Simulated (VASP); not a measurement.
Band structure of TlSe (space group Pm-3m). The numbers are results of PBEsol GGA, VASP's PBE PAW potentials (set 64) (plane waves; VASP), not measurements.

Unless said otherwise, spin-orbit coupling is left out, though it shifts the bands of the heavy elements here.

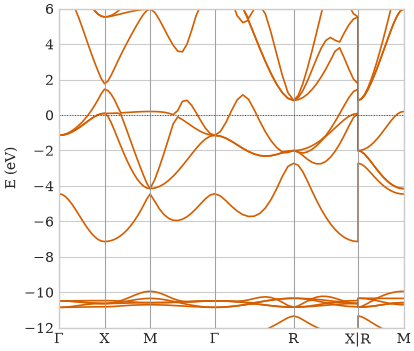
*Bands along high-symmetry lines, zero at the valence-band maximum or, without a gap, the Fermi level*

Question: Read the plot: is there a gap, and where are the band edges?

Answer: It has no gap at this level: it comes out as a metal or semimetal. (Edges off the drawn lines would not show.)

The structure comes from a computed database's TlSe entry (Pm-3m); how it stands against other phases isn't given here. It was relaxed first, which changed the volume by -8 %. The electron count is odd and the run is not spin-polarised, which forces a metal.
